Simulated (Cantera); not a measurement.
Input: 1 mol CaCO3, 7.3 mol O2, 0.19 mol H2O, held at 13300 Pa.

These are equilibrium values from Cantera (NASA tables, ideal gas, pure condensed phases), not measurements of a reactor. Candidate condensed phases: C, C6H6, C7H8, C8H18, Ca, CaCO3, CaO, Ca(OH)2, H2O; 115 gas species. Equilibrium is a limit: real reactors are often held back by kinetics, nucleation or transport.

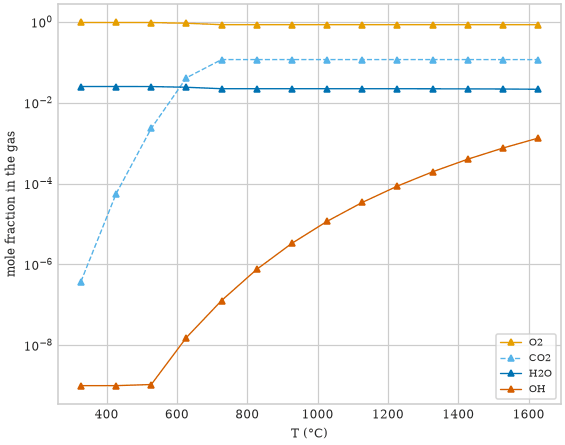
Fig. 1. Equilibrium gas composition (values under 1e-9 drawn at 1e-9)

At 327 °C the condensed part is CaCO3(calcite). From 427 °C to 627 °C the condensed part is CaCO3(calcite) + CaO(s). From 727 °C to 1627 °C the condensed part is CaO(s).
